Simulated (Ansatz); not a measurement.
The figure comes from a scan of Sc₃SnB (anti-perovskite): the cell is scaled evenly about its relaxed volume V₀. These are PBEsol (plane waves to 420 eV, PAW, scalar-relativistic; Ansatz, a program for electronic structure) values and carry that method's errors. k mesh 10×10×10 (Γ-centred), Fermi-Dirac smearing 0.05 eV. Stress and pressure are positive under compression. At this level the bands of Sc3SnB touch or barely overlap. Sc3SnB is run without spin polarisation. Sc3SnB was relaxed with its symmetry unable to fall. 

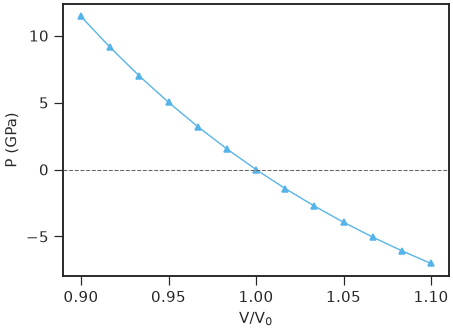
*P (GPa) against V/V₀; markers are the computed points, lines only join them.*

Q: Turn the plot into a table (rounded to what can be read).

A: To the nearest 0.5:

```tsv
V/V₀	P (GPa)
0.900	11.5
0.917	9.0
0.933	7.0
0.950	5.0
0.967	3.0
0.983	1.5
1.000	0.0
1.017	-1.5
1.033	-2.5
1.050	-4.0
1.067	-5.0
1.083	-6.0
1.100	-7.0
```

(A scan under strain: stresses follow from slopes of the energy per volume, elastic moduli from its curvatures.)
